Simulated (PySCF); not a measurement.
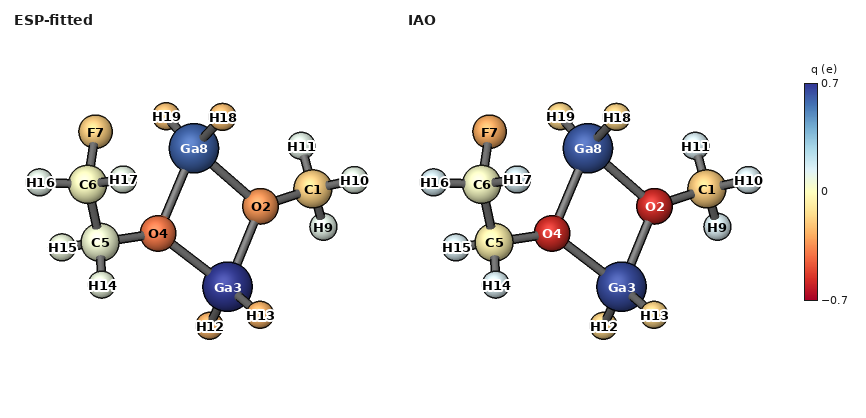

Atomic charges of one calculation by 2 schemes, on one colour scale. The computed structure is the end point of a GFN2-xTB optimisation. No frequency run is at hand to confirm it as a minimum. Level of theory: PBE0/pcSseg-1 (PySCF 2.14.0).

### Which scheme gives the most polar picture (largest mean size of the charges)?

The IAO charges are the largest in size here.

### On which atom do the schemes disagree most?

On O2 (from −0.57 to −0.32 e).

List the charges (e), one line for each set of equivalent atoms.

| atom | ESP-fitted | IAO |
| --- | --- | --- |
| C1 | −0.18 | −0.19 |
| O2 | −0.32 | −0.57 |
| Ga3 | 0.68 | 0.65 |
| O4 | −0.39 | −0.56 |
| C5 | 0.05 | −0.05 |
| C6 | 0.01 | 0.02 |
| F7 | −0.18 | −0.28 |
| Ga8 | 0.59 | 0.62 |
| H9 | 0.11 | 0.14 |
| H10 | 0.10 | 0.14 |
| H11 | 0.11 | 0.14 |
| H12 | −0.25 | −0.17 |
| H13 | −0.25 | −0.17 |
| H14 | 0.08 | 0.15 |
| H15 | 0.07 | 0.14 |
| H16 | 0.11 | 0.16 |
| H17 | 0.10 | 0.16 |
| H18 | −0.22 | −0.17 |
| H19 | −0.21 | −0.16 |

The geometry is semi-empirical. Around Ga such bond lengths and angles can be off by a tenth of an ångström or more and by several degrees, and values that hang on the shape move with them.
